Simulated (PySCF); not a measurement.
# C2H2FGe (SMILES C#[C][GeH][F]): UHF/STO-3G

What is the energy change on altering one bond length of C2H2FGe at UHF/STO-3G? Input form: a Python script.

The calculation is run with PySCF 2.14.0.

2 further runs of the same task are left out: 2 set aside as unsound or not needed.

### 1 The system as given

The species is C2H2FGe (6 atoms), meant as a doublet with charge 0. As SMILES, `C#[C][GeH][F]`. Geometry: relaxed at PBE0-D4/def2-TZVP.

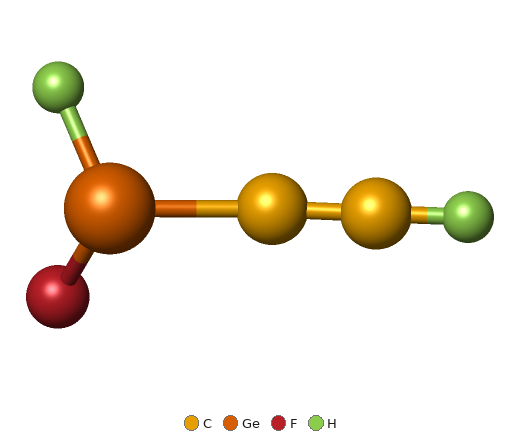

Viewed from a chosen angle; carbon amber, germanium orange, fluorine red, hydrogen green.

### 2 The energy at UHF/STO-3G

Input file run.py:

```python
from pyscf import gto

molecule = gto.M(
    atom='''
C       -0.259200       0.074500      -1.769000
C        0.006200       0.034600      -0.591400
Ge       0.661100      -0.021100       1.180400
F       -0.021800      -1.442400       1.919600
H       -0.516900       0.107000      -2.803300
H        0.172500       1.183400       2.017600
''',
    spin=1,
    max_memory=1860,
    charge=0,
    verbose=4,
    basis='sto-3g',
)

myscf = molecule.UHF()
myscf.conv_tol = 1e-10
myscf.kernel()
if not myscf.converged:
    myscf = myscf.newton().run(myscf.mo_coeff, myscf.mo_occ)

e_final = myscf.e_tot
print(f'total energy: {e_final:.8f} hartree')
```

Run with:

```sh
OMP_NUM_THREADS=1 python run.py
```

The log of the run:

```text
PySCF version 2.14.0

[INPUT] num. atoms = 6
[INPUT] num. electrons = 55
[INPUT] charge = 0
[INPUT] spin (= nelec alpha-beta = 2S) = 1
[INPUT] symmetry False subgroup None
[INPUT] Mole.unit = angstrom
[INPUT] Symbol           X                Y                Z      unit          X                Y                Z       unit  Magmom
[INPUT]  1 C     -0.259200000000   0.074500000000  -1.769000000000 AA   -0.489817011487   0.140784596280  -3.342925514356 Bohr   0.0
[INPUT]  2 C      0.006200000000   0.034600000000  -0.591400000000 AA    0.011716301972   0.065384523910  -1.117584030068 Bohr   0.0
[INPUT]  3 Ge     0.661100000000  -0.021100000000   1.180400000000 AA    1.249297940950  -0.039873221228   2.230632717437 Bohr   0.0
[INPUT]  4 F     -0.021800000000  -1.442400000000   1.919600000000 AA   -0.041196029516  -2.725740962073   3.627518268715 Bohr   0.0
[INPUT]  5 H     -0.516900000000   0.107000000000  -2.803300000000 AA   -0.976799433788   0.202200695328  -5.297469244993 Bohr   0.0
[INPUT]  6 H      0.172500000000   1.183400000000   2.017600000000 AA    0.325977756487   2.236301895810   3.812711428922 Bohr   0.0

nuclear repulsion = 231.057595511116
number of shells = 19
number of NR pGTOs = 105
number of NR cGTOs = 35
basis = sto-3g
ecp = {}

******** <class 'pyscf.scf.uhf.UHF'> ********
method = UHF
initial guess = minao
damping factor = 0
level_shift factor = 0
DIIS = <class 'pyscf.scf.diis.CDIIS'>
diis_start_cycle = 1
diis_space = 8
diis_damp = 0
SCF conv_tol = 1e-10
SCF conv_tol_grad = None
SCF max_cycles = 50
direct_scf = True
direct_scf_tol = 1e-13
number electrons alpha = 28  beta = 27
Set gradient conv threshold to 1e-05
init E= -2223.2200033524
[... the frontier-level lines of each cycle are left out ...]

[... 97 lines left out ...]
converged SCF energy = -2225.65938314774  <S^2> = 0.98241119  2S+1 = 2.2202803
total energy: -2225.65938315 hartree
```

It took 0.82 s on 1 thread of Arm Neoverse V2, shared host; peak memory 0.12 GiB.

### 3 The distorted shape, same level

Input file geometry.xyz:

```xyz
6

C     -0.112633    -0.286817    -2.020137
C      0.152767    -0.326717    -0.842537
Ge     0.807667    -0.382417     0.929263
F      0.124767    -1.803717     1.668463
H     -0.370333    -0.254317    -3.054437
H      0.172500     1.183400     2.017600
```

Input file calc.py:

```python
from pyscf import gto

mol = gto.M(
    atom='geometry.xyz',
    verbose=4,
    spin=1,
    basis='sto-3g',
    charge=0,
    max_memory=1860,
)

hf = mol.UHF()
hf.conv_tol = 1e-10
hf.kernel()
if not hf.converged:
    hf = hf.newton().run(hf.mo_coeff, hf.mo_occ)

energy = hf.e_tot
print('E = %.10f Eh' % energy)
```

Run with:

```sh
OMP_NUM_THREADS=1 python calc.py
```

The log of the run:

```text
PySCF version 2.14.0

[INPUT] num. atoms = 6
[INPUT] num. electrons = 55
[INPUT] charge = 0
[INPUT] spin (= nelec alpha-beta = 2S) = 1
[INPUT] symmetry False subgroup None
[INPUT] Mole.unit = angstrom
[INPUT] Symbol           X                Y                Z      unit          X                Y                Z       unit  Magmom
[INPUT]  1 C     -0.112633000000  -0.286817000000  -2.020137000000 AA   -0.212845522588  -0.542005577869  -3.817505664100 Bohr   0.0
[INPUT]  2 C      0.152767000000  -0.326717000000  -0.842537000000 AA    0.288687790871  -0.617405650240  -1.592164179813 Bohr   0.0
[INPUT]  3 Ge     0.807667000000  -0.382417000000   0.929263000000 AA    1.526269429849  -0.722663395378   1.756052567692 Bohr   0.0
[INPUT]  4 F      0.124767000000  -1.803717000000   1.668463000000 AA    0.235775459384  -3.408531136222   3.152938118970 Bohr   0.0
[INPUT]  5 H     -0.370333000000  -0.254317000000  -3.054437000000 AA   -0.699827944889  -0.480589478821  -5.772049394738 Bohr   0.0
[INPUT]  6 H      0.172500000000   1.183400000000   2.017600000000 AA    0.325977756487   2.236301895810   3.812711428922 Bohr   0.0

nuclear repulsion = 228.106975304718
number of shells = 19
number of NR pGTOs = 105
number of NR cGTOs = 35
basis = sto-3g
ecp = {}

******** <class 'pyscf.scf.uhf.UHF'> ********
method = UHF
initial guess = minao
damping factor = 0
level_shift factor = 0
DIIS = <class 'pyscf.scf.diis.CDIIS'>
diis_start_cycle = 1
diis_space = 8
diis_damp = 0
SCF conv_tol = 1e-10
SCF conv_tol_grad = None
SCF max_cycles = 50
direct_scf = True
direct_scf_tol = 1e-13
number electrons alpha = 28  beta = 27
Set gradient conv threshold to 1e-05
init E= -2223.03952127801
[... the frontier-level lines of each cycle are left out ...]

[... 101 lines left out ...]
converged SCF energy = -2225.58899810159  <S^2> = 1.0305361  2S+1 = 2.2632155
E = -2225.5889981016 Eh
```

Run time: 0.8 s. Hardware: 1 thread of Arm Neoverse V2, shared host; peak memory 0.12 GiB.

### 4 Results

Level: UHF/STO-3G.

```
                                                          quantity           value
                                         first shape: total energy  -2225.65938 Eh
                                        first shape: dipole moment          1.53 D
                   first shape: HOMO energy (highest over α and β)        -6.93 eV
                    first shape: LUMO energy (lowest over α and β)         4.35 eV
                                                 first shape: ⟨S²⟩           0.982
                                     distorted shape: total energy  -2225.58900 Eh
                                    distorted shape: dipole moment          1.18 D
               distorted shape: HOMO energy (highest over α and β)        -6.90 eV
                distorted shape: LUMO energy (lowest over α and β)         4.11 eV
                                             distorted shape: ⟨S²⟩           1.031
energy change with the Ge3–H6 bond stretched from 1.546 to 2.010 Å        1.915 eV
```

What this shows: With the Ge3–H6 bond stretched from 1.546 to 2.010 Å the energy rises by 1.92 eV (185 kJ/mol). The first shape isn't relaxed at this level, so the change isn't measured from a minimum. The minimal basis adds a large error of its own. ⟨S²⟩ (first shape) is 0.98 where a pure doublet has 0.75: the reference is spin-contaminated. Mulliken charges (first shape) run from -0.29 on F4 to +0.69 on Ge3; they depend strongly on the basis. ⟨S²⟩ (distorted shape) is 1.03 where a pure doublet has 0.75: the reference is spin-contaminated.
